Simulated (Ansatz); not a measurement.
# F− with BCl3: structure and interaction energy, part 2 of 2

Ansatz 0.2.0, Gaussian basis. The steps go on from the part before.

**9. MP2/def2-QZVPPD**

ab/in.yaml

```yaml
crystal:
  periodic: [false, false, false]
  atoms:
    - {symbol: F, position_ang: [-0.139758, 0.077472, -1.466203]}
    - {symbol: Cl, position_ang: [-1.135266, 1.271924, 0.706163]}
    - {symbol: B, position_ang: [-0.010240, 0.005675, -0.107433]}
    - {symbol: Cl, position_ang: [-0.484528, -1.712871, 0.486424]}
    - {symbol: Cl, position_ang: [1.769791, 0.357800, 0.380950]}
basis:
  gaussian: {orbitals: "def2-QZVPPD.json"}
total_charge: -1
correlation: {method: mp2}
```

a/in.yaml

```yaml
crystal:
  periodic: [false, false, false]
  atoms:
    - {symbol: F, position_ang: [-0.139758, 0.077472, -1.466203]}
basis:
  gaussian:
    orbitals: "def2-QZVPPD.json"
    ghost_atoms:
      - {symbol: Cl, position_ang: [-1.135266, 1.271924, 0.706163]}
      - {symbol: B, position_ang: [-0.010240, 0.005675, -0.107433]}
      - {symbol: Cl, position_ang: [-0.484528, -1.712871, 0.486424]}
      - {symbol: Cl, position_ang: [1.769791, 0.357800, 0.380950]}
total_charge: -1
correlation: {method: mp2}
```

b/in.yaml

```yaml
crystal:
  periodic: [false, false, false]
  atoms:
    - {symbol: Cl, position_ang: [-1.135266, 1.271924, 0.706163]}
    - {symbol: B, position_ang: [-0.010240, 0.005675, -0.107433]}
    - {symbol: Cl, position_ang: [-0.484528, -1.712871, 0.486424]}
    - {symbol: Cl, position_ang: [1.769791, 0.357800, 0.380950]}
basis:
  gaussian:
    orbitals: "def2-QZVPPD.json"
    ghost_atoms:
      - {symbol: F, position_ang: [-0.139758, 0.077472, -1.466203]}
correlation: {method: mp2}
```

The same command starts each run, in its folder.

Started as:

```
$ ansatz run in.yaml --threads 4 --pin off --events-out ev --progress --plain --max-ram 9574MiB
```

Output in ab, shortened:

```text
Functional definition: HF
  name "HF"
  cite "Fock, Z. Phys. 61, 126 (1930) doi:10.1007/BF01340294"
  parent pbe
[...]
2206 factors; integrals over basis functions are off by at most 1.0e-3 eV
[...]
mean field -40898.92022144 eV, -1503.0075958541 hartree, gradient 1.2e-6 eV, S^2 0.000000; 0 other end points of the search recorded, 0 dependent functions left out
17 core orbitals not correlated: weight in the atoms' cores, before any rotation towards them, 1.000 or more for the frozen orbitals, at most 0.000 for the correlated occupied ones
reference -40898.92022144 eV, -1503.0075958541 hartree; 16, 16 occupied and 333, 333 virtual orbitals, 2206 factors
second order -28.07784000 eV of doubles, -0.00000000 eV of singles
Total energy: -40926.99806144 eV, -1504.0394374422 hartree
```

a printed, shortened:

```text
[... 4 set-up lines as earlier in the session ...]
[...]
2218 factors; integrals over basis functions are off by at most 1.0e-3 eV
[...]
mean field -2706.42220569 eV, -99.4591815804 hartree, gradient 1.8e-6 eV, S^2 0.000000; 0 other end points of the search recorded, 0 dependent functions left out
1 core orbitals not correlated: weight in the atoms' cores, before any rotation towards them, 1.000 or more for the frozen orbitals, at most 0.000 for the correlated occupied ones
reference -2706.42220569 eV, -99.4591815804 hartree; 4, 4 occupied and 361, 361 virtual orbitals, 2218 factors
second order -8.53869410 eV of doubles, -0.00000000 eV of singles
Total energy: -2714.96089980 eV, -99.7729728009 hartree
```

Log of b, shortened:

```text
[... 4 set-up lines as earlier in the session ...]
[...]
2202 factors; integrals over basis functions are off by at most 1.0e-3 eV
[...]
mean field -38186.20144239 eV, -1403.3170194709 hartree, gradient 4.0e-6 eV, S^2 0.000000; 0 other end points of the search recorded, 0 dependent functions left out
16 core orbitals not correlated: weight in the atoms' cores, before any rotation towards them, 1.000 or more for the frozen orbitals, at most 0.000 for the correlated occupied ones
reference -38186.20144239 eV, -1403.3170194709 hartree; 12, 12 occupied and 338, 338 virtual orbitals, 2202 factors
second order -19.91142095 eV of doubles, -0.00000000 eV of singles
Total energy: -38206.11286334 eV, -1404.0487506945 hartree
```

Times: 13 s (ab), 7.5 s (a), 12 s (b) on 4 threads of Intel Xeon Platinum 8259CL at 2.50GHz, shared host; peak memory 1.7 GiB.

E(ab) − E(a) − E(b) = -5924 meV.

**10. Hartree-Fock/STO-3G**

ab/in.yaml, as its differences from that of step 9:

```diff
@@ -9,4 +9,4 @@
 basis:
-  gaussian: {orbitals: "def2-QZVPPD.json"}
+  gaussian: {orbitals: STO-3G}
 total_charge: -1
-correlation: {method: mp2}
+hamiltonian: {xc: hf}
```

a/in.yaml, as its differences from that of step 9:

```diff
@@ -6,3 +6,3 @@
   gaussian:
-    orbitals: "def2-QZVPPD.json"
+    orbitals: STO-3G
     ghost_atoms:
@@ -13,2 +13,2 @@
 total_charge: -1
-correlation: {method: mp2}
+hamiltonian: {xc: hf}
```

b/in.yaml, as its differences from that of step 9:

```diff
@@ -9,5 +9,5 @@
   gaussian:
-    orbitals: "def2-QZVPPD.json"
+    orbitals: STO-3G
     ghost_atoms:
       - {symbol: F, position_ang: [-0.139758, 0.077472, -1.466203]}
-correlation: {method: mp2}
+hamiltonian: {xc: hf}
```

Each run has its own folder and the same command.

Started as:

```
$ ansatz run in.yaml --threads 4 --pin off --events-out ev --progress --plain --max-ram 9574MiB
```

ab printed, shortened:

```text
[... 4 set-up lines as earlier in the session ...]
[...]
436 factors; integrals over basis functions are off by at most 4.2e-5 eV
[...]
mean field -40445.12138342 eV, -1486.3307961527 hartree, gradient 2.6e-5 eV, S^2 0.000000; 0 other end points of the search recorded, 0 dependent functions left out
reference -40445.12138342 eV, -1486.3307961527 hartree; 33, 33 occupied and 4, 4 virtual orbitals, 436 factors
Total energy: -40445.12138342 eV, -1486.3307961527 hartree
```

Output in a, shortened:

```text
[... 4 set-up lines as earlier in the session ...]
[...]
320 factors; integrals over basis functions are off by at most 1.6e-3 eV
[...]
mean field -2662.15365581 eV, -97.8323423786 hartree, gradient 2.6e-6 eV, S^2 0.000000; 0 other end points of the search recorded, 0 dependent functions left out
reference -2662.15365581 eV, -97.8323423786 hartree; 5, 5 occupied and 32, 32 virtual orbitals, 320 factors
Total energy: -2662.15365581 eV, -97.8323423786 hartree
```

Output in b, shortened:

```text
[... 4 set-up lines as earlier in the session ...]
[...]
406 factors; integrals over basis functions are off by at most 1.1e-3 eV
[...]
mean field -37773.74837692 eV, -1388.1596488857 hartree, gradient 1.4e-5 eV, S^2 0.000000; 0 other end points of the search recorded, 0 dependent functions left out
reference -37773.74837692 eV, -1388.1596488857 hartree; 28, 28 occupied and 9, 9 virtual orbitals, 406 factors
Total energy: -37773.74837692 eV, -1388.1596488857 hartree
```

Wall times: 0.15 s (ab), 0.1 s (a), 0.15 s (b) on 4 threads of Intel Xeon Platinum 8259CL at 2.50GHz, shared host.

E(ab) − E(a) − E(b) = -9219 meV.

**11. SPW92/def2-SVP**

ab/in.yaml, as its differences from that of step 10:

```diff
@@ -9,4 +9,4 @@
 basis:
-  gaussian: {orbitals: STO-3G}
+  gaussian: {orbitals: def2-SVP}
 total_charge: -1
-hamiltonian: {xc: hf}
+hamiltonian: {xc: lda}
```

a/in.yaml, as its differences from that of step 10:

```diff
@@ -6,3 +6,3 @@
   gaussian:
-    orbitals: STO-3G
+    orbitals: def2-SVP
     ghost_atoms:
@@ -13,2 +13,2 @@
 total_charge: -1
-hamiltonian: {xc: hf}
+hamiltonian: {xc: lda}
```

b/in.yaml, as its differences from that of step 10:

```diff
@@ -9,5 +9,5 @@
   gaussian:
-    orbitals: STO-3G
+    orbitals: def2-SVP
     ghost_atoms:
       - {symbol: F, position_ang: [-0.139758, 0.077472, -1.466203]}
-hamiltonian: {xc: hf}
+hamiltonian: {xc: lda}
```

One command serves all of them, each in its own folder.

Started as:

```
$ ansatz run in.yaml --threads 4 --pin off --events-out ev --progress --plain --max-ram 9574MiB
```

Output in ab, shortened:

```text
Functional definition: SPW92
  name "SPW92"
  cite "Dirac, Proc. Camb. Phil. Soc. 26, 376 (1930) doi:10.1017/S0305004100016108"
  cite "Slater, Phys. Rev. 81, 385 (1951) doi:10.1103/PhysRev.81.385"
  cite "Perdew & Wang, Phys. Rev. B 45, 13244 (1992) doi:10.1103/PhysRevB.45.13244"
[...]
887 factors; their error is unknown
[...]
mean field -40807.86686974 eV, -1499.6614468975 hartree, gradient 2.6e-5 eV, S^2 0.000000; 0 other end points of the search recorded, 0 dependent functions left out
reference -40807.86689258 eV, -1499.6614477367 hartree; 33, 33 occupied and 49, 49 virtual orbitals, 887 factors
Total energy: -40807.86689258 eV, -1499.6614477367 hartree
```

Output in a, shortened:

```text
[... 5 set-up lines as earlier in the session ...]
[...]
702 factors; their error is unknown
[...]
mean field -2696.87081636 eV, -99.1081744965 hartree, gradient 1.7e-5 eV, S^2 0.000000; 0 other end points of the search recorded, 0 dependent functions left out
reference -2696.87084117 eV, -99.1081754083 hartree; 5, 5 occupied and 77, 77 virtual orbitals, 702 factors
Total energy: -2696.87084117 eV, -99.1081754083 hartree
```

Log of b, shortened:

```text
[... 5 set-up lines as earlier in the session ...]
[...]
846 factors; their error is unknown
[...]
mean field -38104.77774410 eV, -1400.3247537495 hartree, gradient 8.6e-6 eV, S^2 0.000000; 0 other end points of the search recorded, 0 dependent functions left out
reference -38104.77776754 eV, -1400.3247546109 hartree; 28, 28 occupied and 54, 54 virtual orbitals, 846 factors
Total energy: -38104.77776754 eV, -1400.3247546109 hartree
```

They took 0.35 s (ab), 0.3 s (a), 0.35 s (b) on 4 threads of Intel Xeon Platinum 8259CL at 2.50GHz, shared host.

E(ab) − E(a) − E(b) = -6218 meV.

**12. wB97M-V/def2-SVP**

The same edit goes into each in.yaml of step 11 (ab, a, b):

```diff
-hamiltonian: {xc: lda}
+hamiltonian: {xc: {name: wB97M-V}}
```

One command serves all of them, each in its own folder.

Started as:

```
$ ansatz run in.yaml --threads 4 --pin off --events-out ev --progress --plain --max-ram 9574MiB
```

Output in ab, shortened:

```text
[... 5 set-up lines as earlier in the session ...]
  # Of w^i u^j: cxij and so on, Table III.
[...]
  gx(w, u) = 1 - cx + cx01*u + cx10*w
[...]
753 factors; integrals over basis functions are off by at most 1.1e-3 eV
164 factors; integrals over basis functions are off by at most 8.5e-6 eV
[...]
mean field -40951.60362621 eV, -1504.9436752692 hartree, gradient 1.2e-5 eV, S^2 0.000000; 0 other end points of the search recorded, 0 dependent functions left out
reference -40951.60365319 eV, -1504.9436762609 hartree; 33, 33 occupied and 49, 49 virtual orbitals, 753 factors
Total energy: -40951.60365319 eV, -1504.9436762609 hartree
```

a printed, shortened:

```text
[... 5 set-up lines as earlier in the session ...]
  # Of w^i u^j: cxij and so on, Table III.
[...]
  gx(w, u) = 1 - cx + cx01*u + cx10*w
[...]
      + integral(e_c_pw_mod_opposite_spin*gos(b97_w_opposite, b97_u_opposite)) + vv10(b, c)
702 factors; their error is unknown
126 factors; integrals over basis functions are off by at most 3.7e-5 eV
[...]
mean field -2713.60652289 eV, -99.7232003675 hartree, gradient 7.6e-5 eV, S^2 0.000000; 0 other end points of the search recorded, 0 dependent functions left out
reference -2713.60655440 eV, -99.7232015255 hartree; 5, 5 occupied and 77, 77 virtual orbitals, 702 factors
Total energy: -2713.60655440 eV, -99.7232015255 hartree
```

b printed, shortened:

```text
[... 5 set-up lines as earlier in the session ...]
  # Of w^i u^j: cxij and so on, Table III.
[...]
  gx(w, u) = 1 - cx + cx01*u + cx10*w
[...]
705 factors; integrals over basis functions are off by at most 1.1e-3 eV
158 factors; integrals over basis functions are off by at most 9.0e-6 eV
[...]
mean field -38231.87397055 eV, -1404.9954539227 hartree, gradient 5.6e-5 eV, S^2 0.000000; 0 other end points of the search recorded, 0 dependent functions left out
reference -38231.87399748 eV, -1404.9954549123 hartree; 28, 28 occupied and 54, 54 virtual orbitals, 705 factors
Total energy: -38231.87399748 eV, -1404.9954549123 hartree
```

Wall times: 2.4 s (ab), 1.4 s (a), 2.6 s (b) on 4 threads of Intel Xeon Platinum 8259CL at 2.50GHz, shared host.

E(ab) − E(a) − E(b) = -6123 meV.

**13. CCSD(T)/def2-SVP**

The same edit goes into each in.yaml of step 12 (ab, a, b):

```diff
-hamiltonian: {xc: {name: wB97M-V}}
+correlation: {method: ccsd_t}
```

One command serves all of them, each in its own folder.

Started as:

```
$ ansatz run in.yaml --threads 4 --pin off --events-out ev --progress --plain --max-ram 9574MiB
```

Log of ab, shortened:

```text
[... 4 set-up lines as earlier in the session ...]
[...]
753 factors; integrals over basis functions are off by at most 1.1e-3 eV
[...]
mean field -40880.72034208 eV, -1502.3387626240 hartree, gradient 9.7e-7 eV, S^2 0.000000; 0 other end points of the search recorded, 0 dependent functions left out
17 core orbitals not correlated: weight in the atoms' cores, before any rotation towards them, 1.000 or more for the frozen orbitals, at most 0.000 for the correlated occupied ones
reference -40880.72034208 eV, -1502.3387626240 hartree; 16, 16 occupied and 49, 49 virtual orbitals, 753 factors
second order -18.36341313 eV of doubles, -0.00000000 eV of singles
cycle   1  -18.96664270 eV  change   -6.0e-1 eV  update   8.1e-2
[...]
cycle   8  -19.35246556 eV  change   -3.3e-6 eV  update   1.3e-5
perturbative correction -0.38249386 eV, -0.0140563900 hartree
Total energy: -40900.45530150 eV, -1503.0640090057 hartree
```

a printed, shortened:

```text
[... 4 set-up lines as earlier in the session ...]
[...]
490 factors; integrals over basis functions are off by at most 1.6e-3 eV
[...]
mean field -2702.59954602 eV, -99.3187014286 hartree, gradient 1.7e-6 eV, S^2 0.000000; 0 other end points of the search recorded, 0 dependent functions left out
1 core orbitals not correlated: weight in the atoms' cores, before any rotation towards them, 1.000 or more for the frozen orbitals, at most 0.000 for the correlated occupied ones
reference -2702.59954602 eV, -99.3187014286 hartree; 4, 4 occupied and 77, 77 virtual orbitals, 490 factors
second order -5.75950450 eV of doubles, -0.00000000 eV of singles
cycle   1  -5.59893726 eV  change    1.6e-1 eV  update   8.0e-2
[...]
cycle  12  -5.76797254 eV  change    2.4e-6 eV  update   1.9e-6
perturbative correction -0.08517078 eV, -0.0031299684 hartree
Total energy: -2708.45268934 eV, -99.5338004782 hartree
```

b printed, shortened:

```text
[... 4 set-up lines as earlier in the session ...]
[...]
705 factors; integrals over basis functions are off by at most 1.1e-3 eV
[...]
mean field -38171.77126938 eV, -1402.7867203940 hartree, gradient 9.2e-6 eV, S^2 0.000000; 0 other end points of the search recorded, 0 dependent functions left out
16 core orbitals not correlated: weight in the atoms' cores, before any rotation towards them, 1.000 or more for the frozen orbitals, at most 0.000 for the correlated occupied ones
reference -38171.77126938 eV, -1402.7867203940 hartree; 12, 12 occupied and 54, 54 virtual orbitals, 705 factors
second order -13.20468995 eV of doubles, -0.00000000 eV of singles
cycle   1  -13.82950916 eV  change   -6.2e-1 eV  update   9.6e-2
[...]
cycle   9  -14.20791466 eV  change   -2.0e-5 eV  update   2.1e-5
perturbative correction -0.41853449 eV, -0.0153808589 hartree
Total energy: -38186.39771854 eV, -1403.3242324862 hartree
```

Times: 1.2 s (ab), 0.5 s (a), 1.1 s (b) on 4 threads of Intel Xeon Platinum 8259CL at 2.50GHz, shared host.

E(ab) − E(a) − E(b) = -5605 meV.

**14. Vibrations of the pair**

vib/in.yaml

```yaml
crystal:
  periodic: [false, false, false]
  atoms:
    - {symbol: F, position_ang: [-0.139758, 0.077472, -1.466203]}
    - {symbol: Cl, position_ang: [-1.135266, 1.271924, 0.706163]}
    - {symbol: B, position_ang: [-0.010240, 0.005675, -0.107433]}
    - {symbol: Cl, position_ang: [-0.484528, -1.712871, 0.486424]}
    - {symbol: Cl, position_ang: [1.769791, 0.357800, 0.380950]}
basis:
  gaussian: {orbitals: def2-TZVP}
total_charge: -1
hamiltonian: {xc: pbe0, dispersion: d4}
phonons: {temperatures: {t_min: 298.15, t_max: 900, t_step: 200}}
```

Started as:

```
$ ansatz run in.yaml --threads 4 --pin off --events-out ev --progress --plain --max-ram 9574MiB
```

Standard output, shortened:

```text
[... 5 set-up lines as earlier in the session ...]
[...]
1129 factors; their error is unknown
[...]
mean field -40955.28769963 eV, -1505.0790624702 hartree, gradient 6.8e-5 eV, S^2 0.000000; 0 other end points of the search recorded, 0 dependent functions left out
[...]
Atom 2 at    -0.010240     0.005675    -0.107433 Å, force    -0.000773     0.000393    -0.008005 eV/Å
Atom 3 at    -0.484528    -1.712871     0.486424 Å, force     0.003653     0.012043    -0.001223 eV/Å
Atom 4 at     1.769791     0.357800     0.380950 Å, force    -0.012369    -0.002651    -0.000493 eV/Å
Dipole moment:     0.002071    -0.001150     0.021732 e Å
Vibrations: 197.53 197.53 288.67 335.61 335.61 461.37 700.90 700.91 1108.39 cm⁻¹, zero-point energy 0.268209 eV
```

It took 31 s on 4 threads of Intel Xeon Platinum 8259CL at 2.50GHz, shared host.

Wavenumbers and character of the modes:

```tsv
mode	wavenumber (cm⁻¹)	character
1	198	bend
2	198	bend
3	289	bend
4	336	bend with B–Cl stretch
5	336	bend with B–Cl stretch
6	461	B–Cl stretch
7	701	B–Cl stretch with bend
8	701	B–Cl stretch with bend
9	1108	B–F stretch
```

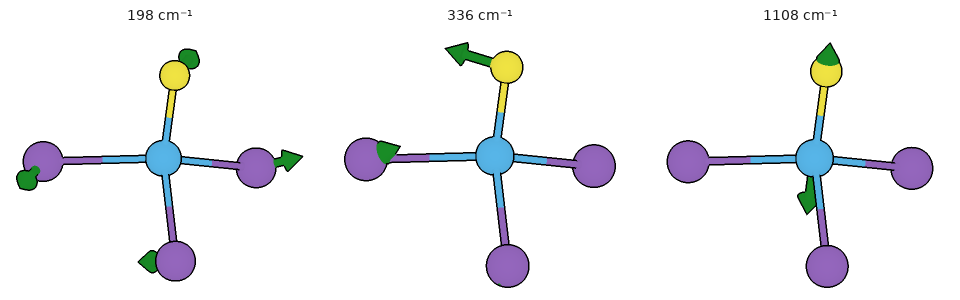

Displacements of 3 modes, as arrows.

Vibrational sums (real modes only):

```tsv
T (K)	entropy (J/mol/K)	heat capacity (J/mol/K)
298	40.6	49.6
498	69.5	62.3
698	91.5	67.7
898	108.9	70.3
```

**15. The ladder**

The basis limit takes Hartree-Fock with exponent 7.88 and MP2 correlation with exponent 2.97 from the triple- and quadruple-zeta runs, and adds the coupled-cluster step over MP2 from triple zeta. Where a quadruple-zeta run was CCSD(T), only its Hartree-Fock and MP2 parts are used.

Rows are in def2-TZVPPD; times add the 3 runs of a level on a shared host, so small differences are noise.

Differences are taken before rounding.

```tsv
method	rung	interaction (meV)	from CCSD(T)/CBS (meV)	time
PBE-D4	GGA	-5512	+447	4.8 s
revPBE-D4	GGA	-5384	+575	5.1 s
BLYP-D4	GGA	-5270	+690	5.8 s
r2SCAN-D4	meta-GGA	-5928	+31	8.2 s
B97M-V	meta-GGA	-5928	+31	14 s
PBE0-D4	hybrid	-5973	-14	7 s
B3LYP-D4	hybrid	-5706	+253	7.6 s
HSE06-D4	screened hybrid	-5972	-12	8.3 s
wB97X-V	range-separated hybrid	-5985	-26	16 s
wB97M-V	range-separated hybrid	-5943	+17	17 s
B2PLYP	double hybrid	-5708	+252	17 s
Hartree-Fock	wavefunction	-6272	-313	
MP2	wavefunction	-5807	+153	
CCSD	wavefunction	-5888	+72	
CCSD(T)	wavefunction	-5769	+190	60 s
CCSD(T)/CBS		-5959	0	92 s
```

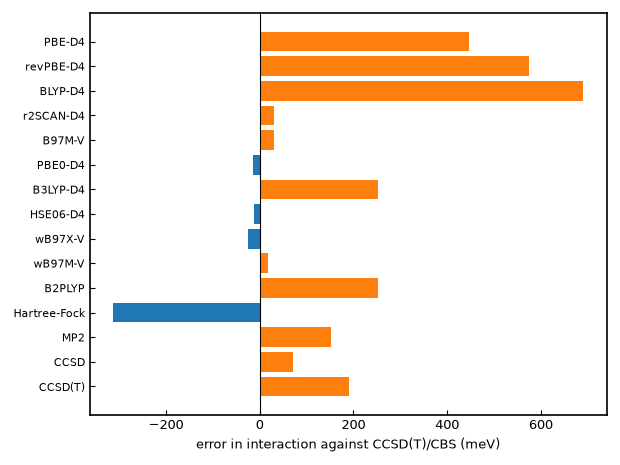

Error of each method against CCSD(T)/CBS.

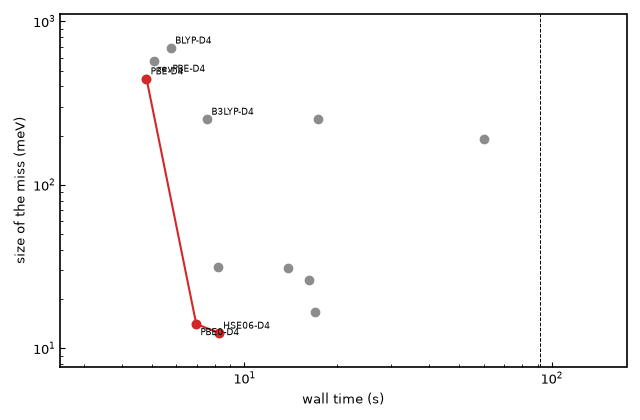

Accuracy for the time spent; red marks the levels that beat every quicker one drawn (of those quicker than the yardstick), and the dashed line is the time of CCSD(T)/CBS. Only those levels and the largest misses are named. Times are from a shared host.

For cost: HSE06-D4 gets within 12 meV in 8.3 s, where CCSD(T)/CBS took 92 s; the quickest level in the cost chart, PBE-D4, takes 4.8 s and misses by 447 meV.

**16. Summary of results**

The summary covers parts 1 to 2.

| quantity | value |
| --- | --- |
| interaction energy, CCSD(T)/CBS | -5959 meV |
| of it Hartree-Fock (basis limit) | -6300 meV |
| D4 term of PBE0-D4 | -46 meV |
| shortest contact | F1–B3 1.37 Å |
| lowest wavenumber | 198 cm⁻¹ |

In words: The pair is bound by 5959 meV at fixed fragment shapes. Hartree-Fock gives 106 % of it, so electrostatics, induction and charge transfer lead. Among the functionals HSE06-D4 lands nearest to CCSD(T)/CBS (-12 meV) and BLYP-D4 farthest (+690 meV). Mean unsigned error by rung: GGA 571, meta-GGA 31, hybrid 134, screened hybrid 12, range-separated hybrid 21, double hybrid 252 meV. The double hybrids carry no dispersion term here, unlike the levels marked D4 or V. PBE-D4 gives an interaction energy 447 meV too high, an error of 7 % of the reference. CCSD(T) moves by -190 meV from triple zeta to the limit; gaps between functionals far smaller than that don't rank them. A lower arrangement may exist.
